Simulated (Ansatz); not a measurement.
## Nudged elastic band of CH$_{5}$AlN$_{2}$O (part 2 of 2)

CH$_{5}$AlN$_{2}$O; RHF/6-31G* (Ansatz 0.2.0). It belongs to a series of runs on one base structure; here: band between the two ends.

Geometry of the input (Å):
```
O  0.9374  -0.1669  -2.5508
Al 0.3840  -0.0755  -0.9661
N  0.9148  -0.5101  0.6577
C  -0.3288  0.0221  1.2242
N  -0.9917  0.4758  -0.0042
H  0.5103  0.1073  -3.3452
H  1.5493  -0.9855  1.2531
H  -0.9047  -0.7439  1.7431
H  -0.1474  0.8423  1.9187
H  -1.8400  0.9836  0.0725
```

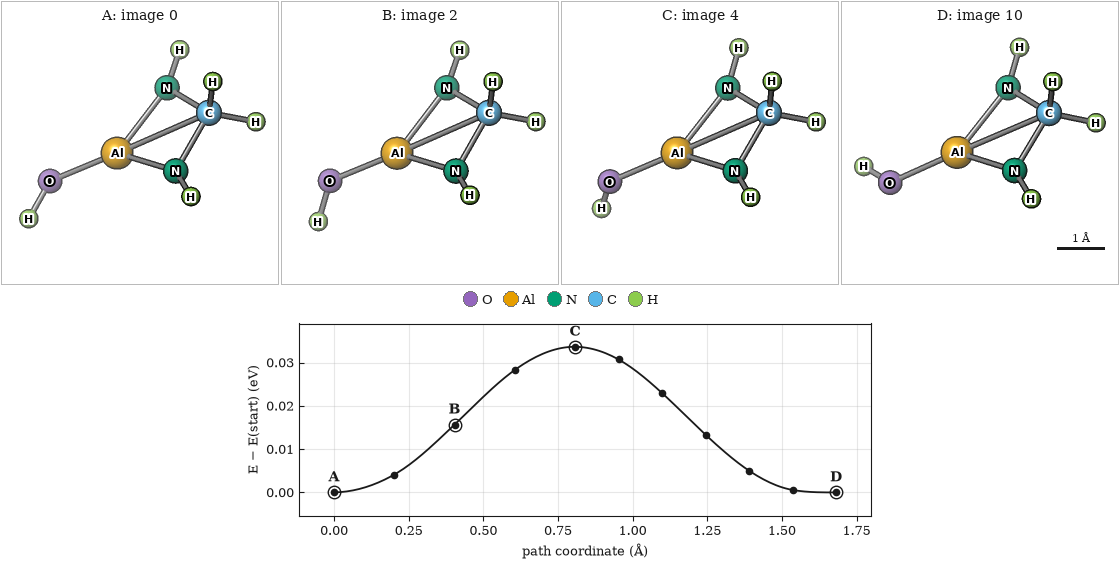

*Images of the last band (counted from 0; ball-and-stick, seen at a tilt) above the energy along the path; the line is a cubic interpolation that uses the forces.*

The highest image is number 4, 0.034 eV above the start and 0.034 eV above the end (the climbing image); start and end have the same energy. The path is 1.68 Å long. The band converged in 37 iterations.

```
Total energy: -12694.26380845 eV, -466.5055904793 hartree
Atom 0 at     0.832741     0.182261    -2.582349 Å, force    -0.000251     0.000100     0.000020 eV/Å
Atom 1 at     0.336927     0.093795    -0.979809 Å, force    -0.000153    -0.000175     0.000658 eV/Å
Atom 2 at     0.886301    -0.504894     0.587267 Å, force    -0.000500    -0.000884    -0.000591 eV/Å
Atom 3 at    -0.334471    -0.005293     1.227035 Å, force     0.000023    -0.000308     0.000110 eV/Å
Atom 4 at    -1.012737     0.562200     0.057729 Å, force     0.000862     0.001333    -0.000839 eV/Å
Atom 5 at     0.713183    -0.400606    -3.312301 Å, force    -0.000007     0.000002     0.000198 eV/Å
Atom 6 at     1.564402    -0.969755     1.141690 Å, force     0.000197     0.000645     0.000325 eV/Å
Atom 7 at    -0.912637    -0.805203     1.689538 Å, force    -0.000014     0.000067    -0.000043 eV/Å
Atom 8 at    -0.123932     0.747070     1.986824 Å, force     0.000100    -0.000053     0.000022 eV/Å
Atom 9 at    -1.866676     1.049424     0.187377 Å, force    -0.000256    -0.000726     0.000139 eV/Å
Dipole moment:    -0.087036    -0.214055    -0.106200 e Å
this run last wrote the band of iteration 37 to [file]
```

## The last band as extended XYZ (Å, eV, eV/Å)
```
10
Properties=species:S:1:pos:R:3:forces:R:3 image=0 energy=-12694.29744
O     0.9374   -0.1669   -2.5508    0.0015  -0.0008  -0.0064
Al    0.3840   -0.0755   -0.9661    0.0003  -0.0004   0.0003
N     0.9148   -0.5101    0.6577   -0.0008  -0.0001   0.0024
C    -0.3288    0.0221    1.2242   -0.0017   0.0009   0.0016
N    -0.9917    0.4758   -0.0042   -0.0010   0.0007   0.0018
H     0.5103    0.1073   -3.3452    0.0003   0.0004   0.0020
H     1.5493   -0.9855    1.2531    0.0004   0.0003  -0.0005
H    -0.9047   -0.7439    1.7431    0.0005   0.0014  -0.0009
H    -0.1474    0.8423    1.9187    0.0007  -0.0017  -0.0006
H    -1.8400    0.9836    0.0725   -0.0002  -0.0009   0.0002
10
Properties=species:S:1:pos:R:3:forces:R:3 image=1 energy=-12694.29332
O     0.9623   -0.0841   -2.5434    0.0000  -0.0200   0.0009
Al    0.3952   -0.0183   -0.9626    0.0011  -0.0136  -0.0005
N     0.9236   -0.4809    0.6548    0.0031   0.0025   0.0030
C    -0.3340    0.0134    1.2244   -0.0019  -0.0053  -0.0011
N    -0.9969    0.4872    0.0032    0.0021  -0.0018  -0.0018
H     0.4892   -0.0352   -3.3568   -0.0071   0.0304   0.0002
H     1.5394   -1.0026    1.2312   -0.0001   0.0012   0.0063
H    -0.8989   -0.7780    1.7168    0.0016   0.0039   0.0045
H    -0.1749    0.8170    1.9428   -0.0003   0.0062  -0.0049
H    -1.8220    1.0305    0.0927    0.0016  -0.0036  -0.0065
10
Properties=species:S:1:pos:R:3:forces:R:3 image=2 energy=-12694.28178
O     0.9570    0.0151   -2.5448    0.0166  -0.0323   0.0041
Al    0.3863    0.0306   -0.9650    0.0061  -0.0101   0.0001
N     0.9140   -0.4815    0.6376    0.0039   0.0021   0.0069
C    -0.3376    0.0053    1.2252    0.0024   0.0028  -0.0003
N    -1.0014    0.5136    0.0188    0.0000  -0.0092  -0.0048
H     0.5259   -0.1821   -3.3587   -0.0286   0.0426  -0.0049
H     1.5429   -0.9985    1.2037   -0.0010  -0.0008   0.0101
H    -0.9057   -0.7946    1.6999    0.0032   0.0012   0.0028
H    -0.1702    0.7894    1.9630   -0.0069   0.0076  -0.0042
H    -1.8281    1.0518    0.1233    0.0044  -0.0040  -0.0099
10
Properties=species:S:1:pos:R:3:forces:R:3 image=3 energy=-12694.26915
O     0.9130    0.1110   -2.5583    0.0185  -0.0162   0.0057
Al    0.3648    0.0683   -0.9713    0.0102  -0.0071  -0.0018
N     0.9003   -0.4914    0.6132    0.0015   0.0033   0.0096
C    -0.3375   -0.0014    1.2262    0.0018   0.0007  -0.0013
N    -1.0082    0.5371    0.0378   -0.0008  -0.0053  -0.0048
H     0.6045   -0.3073   -3.3435   -0.0300   0.0237  -0.0073
H     1.5535   -0.9843    1.1732    0.0002  -0.0010   0.0075
H    -0.9098   -0.8031    1.6928    0.0021  -0.0009   0.0013
H    -0.1510    0.7663    1.9768   -0.0070   0.0049  -0.0026
H    -1.8465    1.0539    0.1561    0.0034  -0.0020  -0.0063
10
Properties=species:S:1:pos:R:3:forces:R:3 image=4 energy=-12694.26381
O     0.8327    0.1823   -2.5823   -0.0003   0.0001   0.0000
Al    0.3369    0.0938   -0.9798   -0.0002  -0.0002   0.0007
N     0.8863   -0.5049    0.5873   -0.0005  -0.0009  -0.0006
C    -0.3345   -0.0053    1.2270    0.0000  -0.0003   0.0001
N    -1.0127    0.5622    0.0577    0.0009   0.0013  -0.0008
H     0.7132   -0.4006   -3.3123    0.0000   0.0000   0.0002
H     1.5644   -0.9698    1.1417    0.0002   0.0006   0.0003
H    -0.9126   -0.8052    1.6895    0.0000   0.0001   0.0000
H    -0.1239    0.7471    1.9868    0.0001  -0.0001   0.0000
H    -1.8667    1.0494    0.1874   -0.0003  -0.0007   0.0001
10
Properties=species:S:1:pos:R:3:forces:R:3 image=5 energy=-12694.26673
O     0.7627    0.2059   -2.6022   -0.0199   0.0069   0.0024
Al    0.3128    0.1031   -0.9868   -0.0095  -0.0079  -0.0029
N     0.8759   -0.5139    0.5696   -0.0057   0.0075  -0.0017
C    -0.3312   -0.0029    1.2280    0.0045  -0.0287   0.0001
N    -1.0164    0.5795    0.0712   -0.0010   0.0204  -0.0107
H     0.8100   -0.4419   -3.2842    0.0264  -0.0094   0.0078
H     1.5750   -0.9500    1.1216    0.0014   0.0060  -0.0056
H    -0.9130   -0.7993    1.6920   -0.0034   0.0041   0.0025
H    -0.1018    0.7411    1.9906    0.0076  -0.0011  -0.0015
H    -1.8910    1.0274    0.2031   -0.0004   0.0021   0.0096
10
Properties=species:S:1:pos:R:3:forces:R:3 image=6 energy=-12694.27450
O     0.6872    0.2060   -2.6224   -0.0321  -0.0006  -0.0057
Al    0.2835    0.1039   -0.9948   -0.0075  -0.0033  -0.0070
N     0.8686   -0.5167    0.5529   -0.0104  -0.0033  -0.0080
C    -0.3281   -0.0019    1.2280   -0.0017  -0.0032   0.0027
N    -1.0246    0.5901    0.0827    0.0001   0.0131   0.0032
H     0.9160   -0.4563   -3.2516    0.0449  -0.0049   0.0144
H     1.5879   -0.9233    1.1014    0.0035   0.0019  -0.0112
H    -0.9090   -0.7968    1.6957   -0.0023   0.0040   0.0012
H    -0.0847    0.7373    1.9908    0.0108  -0.0038   0.0005
H    -1.9137    1.0066    0.2203   -0.0053  -0.0001   0.0099
10
Properties=species:S:1:pos:R:3:forces:R:3 image=7 energy=-12694.28414
O     0.6305    0.1828   -2.6393   -0.0340  -0.0085  -0.0129
Al    0.2551    0.0997   -1.0037   -0.0080  -0.0176   0.0257
N     0.8597   -0.5140    0.5406   -0.0025  -0.0032  -0.0267
C    -0.3298    0.0027    1.2267   -0.0124  -0.0015  -0.0005
N    -1.0383    0.5940    0.0878    0.0059   0.0162  -0.0100
H     1.0378   -0.4487   -3.2075    0.0450   0.0084   0.0140
H     1.5948   -0.8981    1.0845   -0.0032   0.0049  -0.0072
H    -0.9070   -0.7909    1.7011   -0.0011   0.0040   0.0022
H    -0.0783    0.7425    1.9863    0.0128  -0.0004  -0.0001
H    -1.9414    0.9789    0.2265   -0.0024  -0.0023   0.0156
10
Properties=species:S:1:pos:R:3:forces:R:3 image=8 energy=-12694.29244
O     0.5752    0.1400   -2.6533   -0.0220  -0.0016  -0.0157
Al    0.2262    0.0807   -1.0111   -0.0153  -0.0208   0.0006
N     0.8490   -0.5217    0.5295    0.0033   0.0027  -0.0078
C    -0.3288    0.0090    1.2261   -0.0100  -0.0173  -0.0016
N    -1.0492    0.5952    0.0915    0.0074   0.0182   0.0076
H     1.1411   -0.4026   -3.1758    0.0326   0.0081   0.0138
H     1.5960   -0.8879    1.0695   -0.0003   0.0015  -0.0036
H    -0.9047   -0.7771    1.7140   -0.0004   0.0054   0.0071
H    -0.0621    0.7529    1.9764    0.0073   0.0033  -0.0043
H    -1.9595    0.9606    0.2363   -0.0026   0.0005   0.0040
10
Properties=species:S:1:pos:R:3:forces:R:3 image=9 energy=-12694.29688
O     0.5275    0.0931   -2.6666   -0.0122   0.0026  -0.0095
Al    0.1915    0.0538   -1.0203    0.0043  -0.0128  -0.0018
N     0.8335   -0.5434    0.5144    0.0000   0.0071   0.0072
C    -0.3227    0.0142    1.2264   -0.0056  -0.0027  -0.0028
N    -1.0553    0.6017    0.0995    0.0024   0.0014   0.0050
H     1.2147   -0.3382   -3.1464    0.0097   0.0039   0.0055
H     1.5965   -0.8877    1.0466   -0.0001  -0.0039  -0.0039
H    -0.9022   -0.7561    1.7347   -0.0003   0.0020   0.0022
H    -0.0291    0.7622    1.9624    0.0024   0.0013  -0.0018
H    -1.9714    0.9494    0.2521   -0.0006   0.0011  -0.0001
10
Properties=species:S:1:pos:R:3:forces:R:3 image=10 energy=-12694.29745
O     0.5044    0.0558   -2.6742    0.0005   0.0004  -0.0018
Al    0.1774    0.0300   -1.0253   -0.0038  -0.0001   0.0106
N     0.8515   -0.5064    0.5169   -0.0023   0.0009  -0.0002
C    -0.3204    0.0198    1.2265    0.0016   0.0006  -0.0073
N    -1.0814    0.5531    0.0920    0.0047  -0.0022  -0.0024
H     1.2544   -0.2821   -3.1347    0.0004   0.0000  -0.0003
H     1.5722   -0.9400    1.0421   -0.0010   0.0007  -0.0011
H    -0.8648   -0.7615    1.7563   -0.0012  -0.0027   0.0011
H    -0.0522    0.7956    1.9433    0.0015   0.0022   0.0014
H    -1.9580    0.9847    0.2600   -0.0004   0.0002   0.0002
```

## Results in brief

- outcome: converged
- barrier, forward: 0.034 eV
- barrier, backward: 0.034 eV
- hardware: 1 thread of Arm Neoverse V1, 24 GiB of memory available, shared host
- wall time: 11 min
- peak memory: 0.17 GiB

The order of the saddle point was not checked.
